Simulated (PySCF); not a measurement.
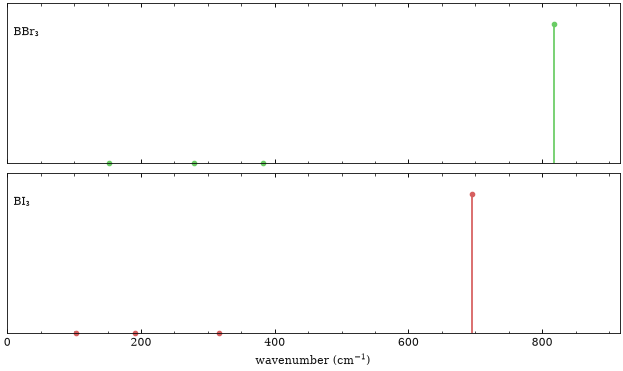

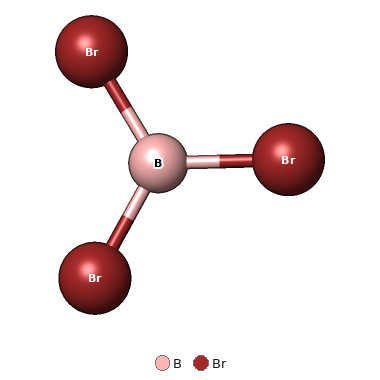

Harmonic infrared lines of BBr₃ and BI₃, all D3h singlets, each the lowest point that its search found (BBr₃ is drawn); the ligand atom changes down one group of the periodic table. B3LYP/def2-SVP (core potentials past Kr), PySCF 2.14.0, unscaled, no spin-orbit coupling; each panel is scaled to its strongest line, degenerate modes are one line with their intensities summed, and dots on the axis are modes too weak to show or inactive.

Question: How do the bond length and the stretches change along the series?

Answer: Mean bond length: BBr₃ 1.912, BI₃ 2.138 Å, rising down the group. Highest e' mode: BBr₃ 818, BI₃ 695 cm⁻¹, falling down the group.

Caveats, for all or some of the runs: double-zeta basis on some or all atoms; no scalar relativity.
